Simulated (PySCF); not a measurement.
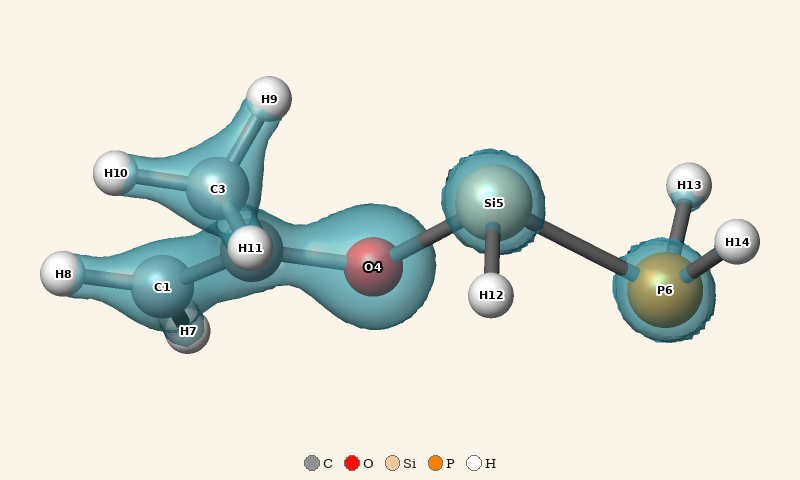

Figure. C₃H₈OPSi (SMILES C=C(C)O[SiH-]P) (charge −1). Isosurface of the electron density at 1.5 e/Å³ (cyan), seen from one side.

Geometry: GFN2-xTB.

The calculation used PBE0/pcSseg-1, SCF density, gas phase, non-relativistic (PySCF).

Input file:

```
{"job": {"kind": "nmr", "xc": "PBE0", "basis": "pcSseg-1"}, "charge": -1, "multiplicity": 1}
C     -1.604369    -1.291295     1.103135
C     -0.943551    -0.513591     0.238033
C     -1.627105     0.098129    -0.951246
O      0.333546    -0.244225     0.391008
Si     1.310881     0.529821    -0.780945
P      3.246698     0.749671     0.326511
H     -1.108510    -1.724153     1.953961
H     -2.652112    -1.502278     0.980129
H     -1.065810    -0.170518    -1.844482
H     -2.659893    -0.232243    -1.029246
H     -1.590987     1.182414    -0.870307
H      0.862240     1.960046    -0.546614
H      3.800217    -0.375037    -0.235785
H      3.698078     1.532785    -0.706420
```

Launched as:

```sh
OMP_NUM_THREADS=1 python probes_run.py task.json out
```

What does this surface tell about the bonding?

Answer. At this value the surface falls into six separate pieces. It bridges the sampled C–O (1.31 Å) and C–C (1.34 Å) contacts, where the density stays above the isovalue. It is pinched off along the sampled Si–O (1.71 Å) and Si–P (2.24 Å) contacts. On the grid the lowest density along these lines, outside the cores, is 2.2 e/Å³ (C–O, 1.31 Å), 2.3 e/Å³ (C–C, 1.34 Å), 0.77 e/Å³ (Si–O, 1.71 Å) and 0.61 e/Å³ (Si–P, 2.24 Å).
